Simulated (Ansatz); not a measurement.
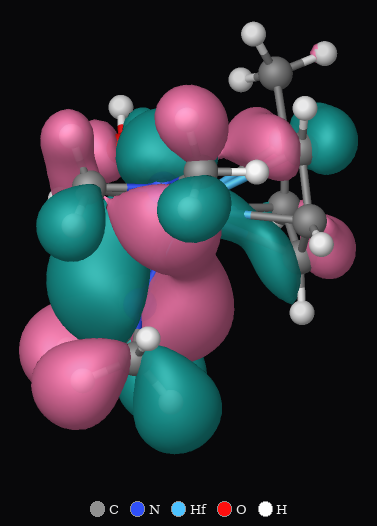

*C10H20HfN2O. The HOMO at ±0.05 Å⁻³ᐟ² (teal and pink are the two phases), seen at an oblique angle.*

Geometry: PBE0-D4/def2-TZVP; core potentials replace the inner electrons of Hf.

Theory: RKS PBE0-D4/def2-TZVPP in Ansatz.

| atom | x (Å) | y (Å) | z (Å) |
| --- | --- | --- | --- |
| C | -2.8452 | -1.0694 | -0.2949 |
| N | -1.9898 | 0.0271 | -0.6592 |
| C | -2.5359 | 0.8047 | -1.7408 |
| Hf | -0.0597 | 0.3451 | -0.0263 |
| O | 0.0247 | 2.2995 | 0.1314 |
| N | -0.0908 | -0.4459 | 1.8651 |
| C | -1.0483 | 0.2635 | 2.6892 |
| C | 0.6012 | -1.4461 | 2.6256 |
| C | 0.7755 | -1.1108 | -1.8877 |
| C | 1.3804 | -1.6101 | -0.7189 |
| C | 2.2974 | -0.6363 | -0.2517 |
| C | 2.2645 | 0.4682 | -1.1251 |
| C | 3.1018 | 1.6994 | -1.0392 |
| C | 1.3050 | 0.1780 | -2.1262 |
| H | -3.8447 | -0.7194 | 0.0079 |
| H | -2.9952 | -1.7774 | -1.1272 |
| H | -2.4208 | -1.6269 | 0.5438 |
| H | -3.5188 | 1.2268 | -1.4800 |
| H | -2.6738 | 0.2092 | -2.6590 |
| H | -1.8830 | 1.6487 | -1.9862 |
| H | 0.6074 | 3.0520 | 0.0892 |
| H | -0.5642 | 0.7636 | 3.5416 |
| H | -1.8168 | -0.4133 | 3.0927 |
| H | -1.5734 | 1.0373 | 2.1168 |
| H | 1.3263 | -1.9802 | 2.0109 |
| H | -0.0945 | -2.1916 | 3.0421 |
| H | 1.1434 | -1.0093 | 3.4794 |
| H | 0.0201 | -1.6071 | -2.4783 |
| H | 1.1769 | -2.5665 | -0.2599 |
| H | 2.9135 | -0.7176 | 0.6327 |
| H | 4.0387 | 1.5711 | -1.5895 |
| H | 3.3592 | 1.9386 | -0.0053 |
| H | 2.5870 | 2.5601 | -1.4716 |
| H | 1.0321 | 0.8351 | -2.9412 |

Question: Describe this orbital and give its energy.

Answer: By Hirshfeld shares it lies mainly on N2 (about 40 %), N6 (about 10 %) and Hf4 (about 10 %). Its energy is −5.55 eV.
